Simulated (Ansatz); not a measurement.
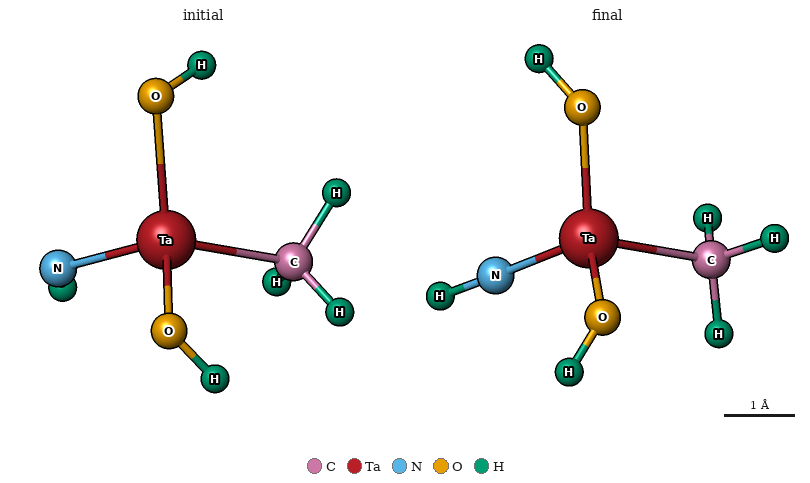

The structure of CH6NO2Ta (coarse preliminary run) before (left) and after (right) a relaxation, at one scale.

A ball-and-stick model, seen at a tilt.

The start comes from a force field.

The calculation used RKS PBE-D4/def2-SVP in Ansatz 0.2.0. (force threshold 0.03 eV/Å; at most 200 steps)

Question: Summarise the run.

Answer: The largest moves after the best rigid fit, 0.99 Å, are those of H atoms. Largest moves by element: H 0.99 Å, O 0.50 Å, N 0.48 Å, Ta 0.26 Å, C 0.20 Å. Near-neighbour distances that change, for instance: O–Ta 2.191 → 1.925 Å, O–Ta 2.146 → 1.925 Å, N–Ta 1.964 → 1.785 Å, C–H 1.172 → 1.113 Å. Among the angles between lasting bonds that change: Ta–N–H 124.1° → 177.5°, Ta–O–H 99.2° → 133.0°, Ta–O–H 102.7° → 132.8°. Groups turn about O–Ta by about 95°, O–Ta by about 95°, C–Ta by about 60°. After 17 accepted moves (18 points after the start) the energy has fallen by 65.1 kcal/mol. Largest force component: 4.6 eV/Å at the start, 0.013 eV/Å at the end. The line search rejected the trial step at point 10 of the run. The run took 11 s on 4 threads of AMD EPYC 9R45 96-Core (shared host).
